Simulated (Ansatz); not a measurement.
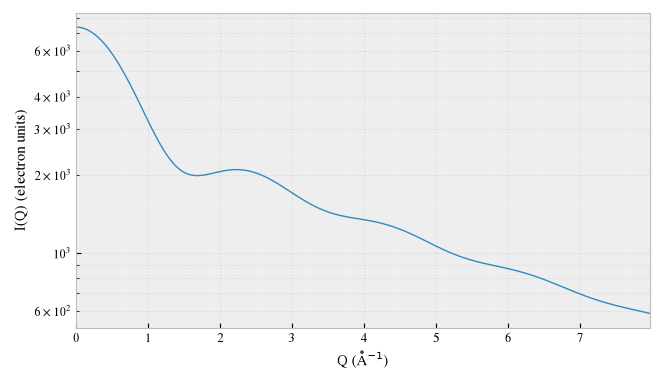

Elastic X-ray scattering of a randomly oriented, rigid molecule, calculated with the Debye equation from neutral-atom form factors (independent atoms, no Compton part, no vibration). The geometry is the end point of an optimisation (RKS PBE-D4/def2-SVP in Ansatz); it may be a saddle point or a higher isomer. It contains F, C, S, Te, H.

Question: How many electrons does the independent-atom model of the molecule hold?

Answer: I(0) is the square of the electron number: I(0) = 7400, so about 86 electrons, the count of CH3FSTe.

Question: What radius of gyration does the initial fall-off give?

Answer: From I(Q) ≈ I(0) exp(−Q²R²/3) at small Q, R ≈ 1.69 Å. It is larger than the electron-weighted radius of the nuclear positions alone (1.57 Å), because each atom's electron cloud adds to it.
